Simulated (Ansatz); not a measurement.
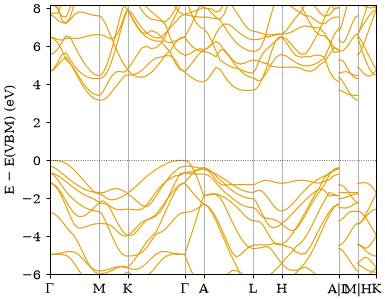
Figure. Band structure from the program Ansatz at the r²SCAN level (PAW)

### Question
Read off the gap and where the band edges lie.

### Answer
About 3.2 eV (3.18 eV by a search for the band edges); maximum on the Γ–M line, 10 % of the way from Γ, minimum on the M–K line, 9 % of the way from M.

The material is BeS in space group P6_422 (No. 181; Be on 3c, S on 3d).

The start of the workflow was typed in or built on a structure type; neither database checked (COD, Materials Project) lists it. COD files the formula under space group No. 216, so this cell is another polymorph or a model. Whether it is the stable phase at ambient conditions was not checked. Symmetry was held in the r²SCAN relaxation; its stability against distortions is not shown here.

Potentials: the later of the program's two PAW sets.
